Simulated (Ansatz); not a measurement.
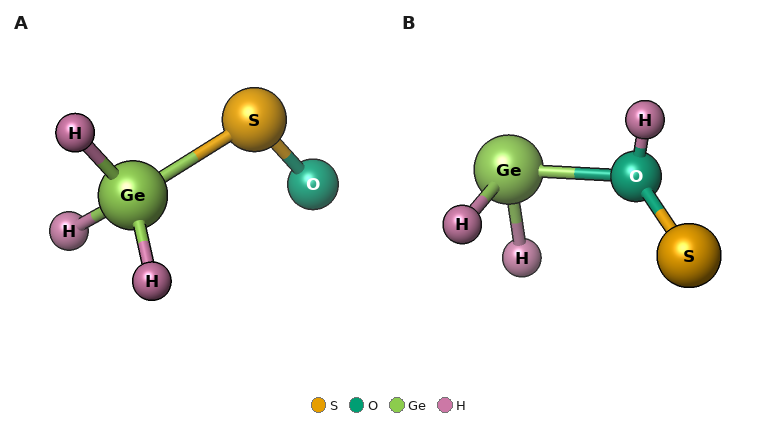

2 stationary structures of one formula. Charge −1, singlet. Geometries: PBE-D4/def2-SVPD. Electronic energies: PBE-D4/def2-SVPD (Ansatz 0.2.0), without zero-point energy. No frequency run is at hand to confirm each as a minimum.

> Rank them by energy, lowest first.

A is lowest (Cs); B lies 13.1 kcal/mol above it (C1).
